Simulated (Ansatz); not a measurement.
# How far to go with the plane-wave cutoff: CO2 (Cm, 6 atoms in the cell)

```
CELL_PARAMETERS angstrom
      2.64382    -2.39454     0.00000
      2.64382     2.39454     0.00000
      0.00000     0.00000     6.60693
ATOMIC_POSITIONS crystal
  C  0.00000 0.00000 0.00757
  C  0.50000 0.50000 0.50000
  O  0.80651 0.19349 0.89184
  O  0.19349 0.80651 0.10816
  O  0.69349 0.30651 0.39184
  O  0.30651 0.69349 0.60816
```

Level of theory: PBEsol, default PAW files made with PBE (plane waves; Ansatz, a first-principles code).

Base settings: basis.ecutwfc = 30.9 Ry; kpoints.mp_grid.grid = 7 7 4; hamiltonian.xc = pbesol; hamiltonian.pseudopotentials = {kind: paw} (the program's default PAW files); scf.occupations.method = fermi_dirac; scf.occupations.width = 0.0015 Ry.

The second cell is the first with its lattice scaled by 0.98.

The mesh stays at the base's, so the ladder's end is converged at best in this setting alone.

The first pressure column holds Ansatz's estimate of the finite-basis (Pulay) stress, which hides part of the cutoff error; the other is without it.

Only quantities that move along the ladder and can be compared are tabulated.

The count of work is k-points × plane waves × bands × iterations; it is no time. 

The starting cell comes from a database of computed structures (which also holds hypothetical and non-ambient phases and stackings), without a prior relaxation at this level. Its lattice was rescaled by up to half a per cent. One atom was moved a little off its site on purpose. In the base run, forces exceed 1 eV/Å.

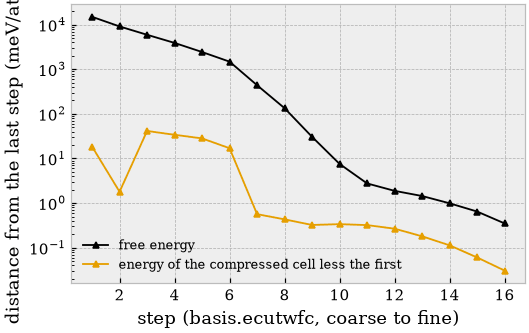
Figure. Distance from the last step along the ladder; very small values are drawn at a floor.

```csv
basis.ecutwfc,free energy less the last step's (meV/atom),energy of the compressed cell less the first (meV/atom),pressure (GPa),pressure without the Pulay estimate (GPa),largest difference of a force vector from the last step's (eV/Å),count of work / last
10.7 Ry,14975.72,39.20,4.34,-326.63,2.654,0.073
12.5 Ry,9113.58,18.96,-7.45,-254.16,2.493,0.084
14 Ry,5924.57,-20.58,-9.47,-195.88,2.634,0.099
15.4 Ry,3891.78,-13.17,-7.53,-147.93,2.262,0.12
16.9 Ry,2432.87,-7.44,-4.04,-105.71,1.480,0.12
18.4 Ry,1480.08,3.81,-1.24,-72.79,0.745,0.14
21.7 Ry,438.52,21.32,0.49,-27.95,0.234,0.18
24.6 Ry,133.90,21.19,0.15,-10.58,0.092,0.22
27.9 Ry,30.52,21.08,0.11,-2.94,0.032,0.23
30.9 Ry,7.55,21.09,0.11,-0.68,0.029,0.26
33.8 Ry,2.76,21.08,0.10,-0.06,0.026,0.31
37.1 Ry,1.88,21.02,0.09,0.06,0.021,0.36
41.5 Ry,1.44,20.94,0.08,0.05,0.014,0.42
46.3 Ry,0.99,20.87,0.07,0.04,0.009,0.49
54 Ry,0.65,20.82,0.06,0.05,0.004,0.62
61.7 Ry,0.35,20.79,0.05,0.03,0.002,0.76
74.2 Ry,0.00,20.76,0.05,0.04,0.000,1.0
```

Coarsest basis.ecutwfc that holds the pressure without the Pulay estimate within 0.5 GPa of the last step, with all finer ones: 33.8 Ry, at 0.31 of the last step's count of work; the step before is off by 0.72 GPa.

Coarsest basis.ecutwfc that holds the free energy within 5 meV/atom of the last step, with all finer ones: 33.8 Ry, at 0.31 of the last step's count of work; the step before is off by 7.5 meV/atom.

The energy difference between the two cells stays within 1 meV/atom of the last step's from 21.7 Ry on, the total only from 46.3 Ry on: much of the error is common to both cells and cancels.

At the lowest cutoff the pressure without the Pulay estimate lies 327 GPa under the last step's, the usual sign of Pulay stress in an incomplete plane-wave basis.

Keys are those of Ansatz 0.2.
